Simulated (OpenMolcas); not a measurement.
**Nb³⁺ complex: multiconfigurational calculation**

- system: Nb³⁺ with 6 ligands (O; octahedron, 2.194 Å), embedded in MgO by model potentials and point charges, whose field is part of the energies.
- method: state-averaged SS-CASPT2, IPEA shift 0.25, imaginary shift 0.1 hartree, closed shells 4s 4p of the metal and the valence shells of the ligands correlated, active space 2 electrons in the shell 4d, basis ANO-RCC-VDZP on the metal and ANO-RCC-VDZP on the ligands, DKH2 scalar Hamiltonian, spin-orbit coupling by RASSI with atomic mean-field integrals (OpenMolcas)

Input file:
```
&GATEWAY
Basis set
Nb.ANO-RCC-VDZP.
Nb1 0.0 0.0 0.0 Angstrom
End of basis
Basis set
O.ANO-RCC-VDZP.
L1 2.194000 0.000000 0.000000 Angstrom
L2 0.000000 2.194000 0.000000 Angstrom
L3 0.000000 0.000000 2.194000 Angstrom
End of basis
Basis set
Mg.EMB-AIMP.Pascual.10s4p.1s1p.ECP.MgO.
PseudoCharge
* 3 symmetry-unique lattice sites within 7.6 angstrom
End of basis
Basis set
Mg.EMB-AIMP.Pascual.0s.0s.ECP.MgO.
PseudoCharge
* 40 symmetry-unique lattice sites within 7.6 angstrom
End of basis
Basis set
O.EMB-AIMP.Pascual.0s.0s.ECP.MgO.
PseudoCharge
* 55 symmetry-unique lattice sites within 7.6 angstrom
End of basis
Symmetry
XYZ
AngMom=0.0 0.0 0.0
AMFI
RICD
XField
997 Angstrom 0
* Evjen-weighted lattice charges
&SEWARD
&RASSCF
FileOrb=start.orb
Symmetry=1
Spin=3
nActEl=2 0 0
Inactive=24 24
Ras2=5 0
CIRoot=10 10 1
SDav=10
CIMx=300
Iter=150 100
PrWF=0.3
OrbListing=Nothing
MaxOrb=1
LevShft=1.0
>>> COPY $Project.JobIph JOB001
&RASSCF
FileOrb=start.orb
Symmetry=1
Spin=1
nActEl=2 0 0
Inactive=24 24
Ras2=5 0
CIRoot=15 15 1
SDav=15
CIMx=300
Iter=150 100
PrWF=0.3
OrbListing=Nothing
MaxOrb=0
LevShft=1.0
>>> COPY $Project.JobIph JOB002
&RASSI
NrOfJobIphs=2 10 15
1 2 3 4 5 6 7 8 9 10
1 2 3 4 5 6 7 8 9 10 11 12 13 14 15
IphNames
JOB001
JOB002
EJob
SpinOrbit
DIPRint=1.0
SOCoupling=1000.0
Subsets=2
Property=9
'ANGMOM' 1 'ANGMOM' 2 'ANGMOM' 3 'MLTPL  1' 1 'MLTPL  1' 2 'MLTPL  1' 3
'AMFI' 1 'AMFI' 2 'AMFI' 3
SOProperty=3
'ANGMOM' 1 'ANGMOM' 2 'ANGMOM' 3
>>> COPY JOB001 $Project.JobIph
&CASPT2
Multistate=10 1 2 3 4 5 6 7 8 9 10
NoMult
Frozen=11 9
IPEA=0.25
Imaginary=0.1
MaxIter=60
WThr=0.0 0.3 0.05
PrWF=0.5
NoMix
>>> COPY JOB002 $Project.JobIph
&CASPT2
Multistate=15 1 2 3 4 5 6 7 8 9 10 11 12 13 14 15
NoMult
Frozen=11 9
IPEA=0.25
Imaginary=0.1
MaxIter=60
WThr=0.0 0.3 0.05
PrWF=0.5
NoMix
```

The file start.orb holds starting orbitals from an earlier step. A driver script formed the levels outside the program, from RASSI's spin-orbit matrix and the CASPT2 energies (for multi-state variants, the effective Hamiltonian), averaged over the components of each term or state. The log and the time are those of the CASPT2 step.

Hardware: 1 thread of AMD EPYC (Zen 3), 24 GiB of memory available, shared host.

Run as:
```bash
OMP_NUM_THREADS=1 MOLCAS_MEM=2457 MOLCAS_PROJECT=a pymolcas a.inp > a.log  # once for each step of the input, in one work folder
```

Output (extracts):
```
--- CASPT2 ---
Orbital specifications:
      -----------------------

      Symmetry species                           1   2
                                                ag  au
      Frozen orbitals                           11   9
      Inactive orbitals                         13  15
      Active orbitals                            5   0
      Secondary orbitals                        46  52
      Deleted orbitals                           0   0
      Number of basis functions                 75  76
Type of calculation                        SS-CASPT2
      Fock operator                              state-specific
      IPEA shift                                 0.25
      Real shift                                 0.00
      Imaginary shift                            0.10
      The input orbitals will be transformed to quasi-canonical
Reference energy:       -4276.1005420421
      E2 (Non-variational):      -1.4678203067
      Shift correction:          -0.0013590651
      E2 (Variational):          -1.4691793719
      Total energy:           -4277.5697214140
      Residual norm:              0.0000006588
      Reference weight:           0.70775
      Contributions to the CASPT2 correlation energy
      Active & Virtual Only:         -0.0042950701
      One Inactive Excited:          -0.1063055097
      Two Inactive Excited:          -1.3572197269
Reference energy:       -4276.1005420421
      E2 (Non-variational):      -1.4678829248
      Shift correction:          -0.0013594436
      E2 (Variational):          -1.4692423684
      Total energy:           -4277.5697844105
      Residual norm:              0.0000006616
      Reference weight:           0.70772
      Contributions to the CASPT2 correlation energy
      Active & Virtual Only:         -0.0042896000
      One Inactive Excited:          -0.1063736686
      Two Inactive Excited:          -1.3572196562
::    CASPT2 Root  1     Total energy:  -4277.56972141
::    CASPT2 Root  2     Total energy:  -4277.56978441
::    CASPT2 Root  3     Total energy:  -4277.57018773
::    CASPT2 Root  4     Total energy:  -4277.42562918
::    CASPT2 Root  5     Total energy:  -4277.42568577
::    CASPT2 Root  6     Total energy:  -4277.42567585
::    CASPT2 Root  7     Total energy:  -4277.39801031
::    CASPT2 Root  8     Total energy:  -4277.39802010
::    CASPT2 Root  9     Total energy:  -4277.39798277
::    CASPT2 Root 10     Total energy:  -4277.27518872
--- CASPT2 ---
Orbital specifications:
      -----------------------

      Symmetry species                           1   2
                                                ag  au
      Frozen orbitals                           11   9
      Inactive orbitals                         13  15
      Active orbitals                            5   0
      Secondary orbitals                        46  52
      Deleted orbitals                           0   0
      Number of basis functions                 75  76
Type of calculation                        SS-CASPT2
      Fock operator                              state-specific
      IPEA shift                                 0.25
      Real shift                                 0.00
      Imaginary shift                            0.10
      The input orbitals will be transformed to quasi-canonical
Reference energy:       -4276.0605499329
      E2 (Non-variational):      -1.4783541542
      Shift correction:          -0.0014119649
      E2 (Variational):          -1.4797661191
      Total energy:           -4277.5403160520
      Residual norm:              0.0000004240
      Reference weight:           0.70465
      Contributions to the CASPT2 correlation energy
      Active & Virtual Only:         -0.0081374786
      One Inactive Excited:          -0.1085850255
      Two Inactive Excited:          -1.3616316501
Reference energy:       -4276.0605499329
      E2 (Non-variational):      -1.4783722538
      Shift correction:          -0.0014132388
      E2 (Variational):          -1.4797854926
      Total energy:           -4277.5403354255
      Residual norm:              0.0000004240
      Reference weight:           0.70462
      Contributions to the CASPT2 correlation energy
      Active & Virtual Only:         -0.0081459767
      One Inactive Excited:          -0.1085953269
      Two Inactive Excited:          -1.3616309503
::    CASPT2 Root  1     Total energy:  -4277.54031605
::    CASPT2 Root  2     Total energy:  -4277.54033543
::    CASPT2 Root  3     Total energy:  -4277.54022410
::    CASPT2 Root  4     Total energy:  -4277.53939091
::    CASPT2 Root  5     Total energy:  -4277.53935397
::    CASPT2 Root  6     Total energy:  -4277.49784457
::    CASPT2 Root  7     Total energy:  -4277.39377457
::    CASPT2 Root  8     Total energy:  -4277.39373161
::    CASPT2 Root  9     Total energy:  -4277.39356873
::    CASPT2 Root 10     Total energy:  -4277.38382791
::    CASPT2 Root 11     Total energy:  -4277.38379508
::    CASPT2 Root 12     Total energy:  -4277.38374433
::    CASPT2 Root 13     Total energy:  -4277.24177191
::    CASPT2 Root 14     Total energy:  -4277.24177215
::    CASPT2 Root 15     Total energy:  -4277.20067510
```

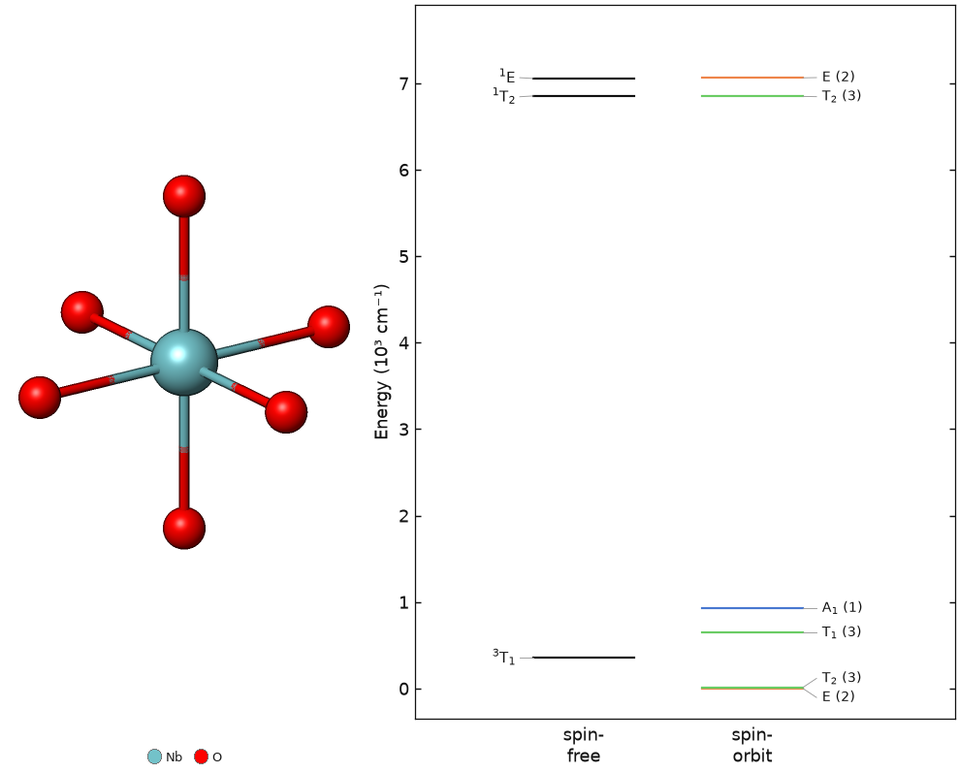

Nb³⁺ (4d²) as a dopant in MgO, a cluster with its 6 nearest O²⁻ at 2.194 Å (octahedron) embedded in model potentials and point charges; the geometry was set, not optimised, and its levels. Labels give the representation in O, Td, D4 or D3 as the site allows (double group for half-integer spin) where it could be assigned and, in brackets, the degeneracy; spin-free states, where drawn, share the zero of the spin-orbit levels. The ground level is E, doubly degenerate, 100 % from states of spin multiplicity 3. Its principal g values are all close to zero. The next level lies at 13 cm⁻¹ (T₂). The lowest spin-free state is ³T₁.

Summary:

- outcome: converged
- energy of the lowest spin-free term: −4277.56990 hartree
- energy of the lowest spin-orbit level: −4277.57152 hartree
- CASPT2 correlation energy: −1.4694 hartree
- largest spread among components of a term: 102.3 cm⁻¹
- lowest reference weight: 0.700
- wall time: 72 s
- peak memory: 0.39 GiB

Remarks:

The components of ³T1, which symmetry makes degenerate, are split by 102 cm⁻¹ in CASPT2. This is an artefact; the levels of such states rest on averages and are uncertain by about as much. Caveats: the geometry is set by hand, with no relaxation.
